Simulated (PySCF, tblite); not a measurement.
# C4H3BN2O3: geometry, infrared bands and NMR shifts

Aim: predict the infrared bands and NMR shifts of C4H3BN2O3 (`N#CC1(C#N)COB(O)O1`).

The runs use tblite 0.8.0 and PySCF 2.14.0, with density-fitted response routines of our own; the level of theory stands in each step. All values are computed, except where a source is named. Atoms count from 0, in the outputs and in this text.

## Step 1: The molecule as given

13 atoms, charge 0, multiplicity 1; geometry from: force field or distance geometry start.

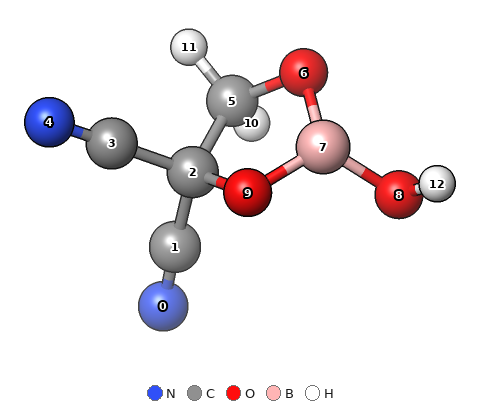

The starting geometry (nitrogen blue, carbon grey, oxygen red, boron pink, hydrogen white), atoms numbered.

## Step 2: Relaxing the molecule with GFN2-xTB

Job settings and geometry (Å):

```
{"job": {"kind": "relax", "xc": "GFN2-xTB", "basis": "xTB"}, "charge": 0, "multiplicity": 1}
N     -2.313600    -0.530200     1.766100
C     -1.567800    -0.089100     0.999000
C     -0.585700     0.454100     0.047100
C     -1.220000     1.610900    -0.645500
N     -1.710500     2.503000    -1.165300
C     -0.150400    -0.616400    -0.987200
O      1.254400    -0.603600    -1.025100
B      1.548700    -0.055100     0.295100
O      2.158200    -0.934000     1.292900
O      0.543100     0.907200     0.728700
H     -0.498300    -1.639600    -0.707300
H     -0.539100    -0.410700    -2.004100
H      3.076600    -0.596100     1.388000
```

Started as:

```bash
$ OMP_NUM_THREADS=1 python probes_run.py task.json out
```

The driver reads the jobs from task.json and runs them one after another.

**Question.** This job is followed by: GFN2-xTB harmonic vibrations, gas phase; GIAO PBE0/pcSseg-1 NMR shielding, non-relativistic, gas phase. Predict these results of the whole session: strongest single infrared mode (GFN2-xTB); zero-point energy (GFN2-xTB); ¹³C shifts against TMS (PBE0/pcSseg-1, means over atoms taken as alike); ¹H shifts against TMS (PBE0/pcSseg-1, means over atoms taken as alike); ¹⁵N shifts against NH3 (PBE0/pcSseg-1, means over atoms taken as alike); ¹⁷O shifts against H2O (PBE0/pcSseg-1); ¹¹B shifts against BF3·OEt2 (PBE0/pcSseg-1).

The runs gave:

| quantity | value |
| --- | --- |
| strongest single infrared mode (GFN2-xTB) | 1397 cm⁻¹, 590 km/mol |
| zero-point energy (GFN2-xTB) | 48.7 kcal/mol |
| ¹³C shifts against TMS (PBE0/pcSseg-1, means over atoms taken as alike) | 119.6, 82.0, 63.1 ppm |
| ¹H shifts against TMS (PBE0/pcSseg-1, means over atoms taken as alike) | 4.94, 4.07 ppm |
| ¹⁵N shifts against NH3 (PBE0/pcSseg-1, means over atoms taken as alike) | 314.9 ppm |
| ¹⁷O shifts against H2O (PBE0/pcSseg-1) | 131.2, 98.1, 76.2 ppm |
| ¹¹B shifts against BF3·OEt2 (PBE0/pcSseg-1) | 21.5 ppm |

Relaxing lowered the energy by 1.706 eV in 87 steps; the close pair that moved most is B7–O8, from 1.463 to 1.329 Å. No mode is imaginary among the 33: a minimum at this level. The strongest single mode, at 1397 cm⁻¹, moves mainly B7. GFN2-xTB is a fitted tight-binding method: band positions and strengths are rough. Its intensities can rank the bands wrongly. The most deshielded carbon is C1, C3 (mean) (nitrile carbon), at 119.6 ppm: this is the usual window of a C≡N carbon, which has no attached hydrogen. The most deshielded hydrogen is H10, H11 (mean) (hydrogen on an sp3 CH2 bonded to O), at 4.94 ppm: its carbon carries O, which withdraws density. At PBE0/pcSseg-1: The largest span, 481 ppm, is at N0, N4, where the paramagnetic term is -385 ppm.
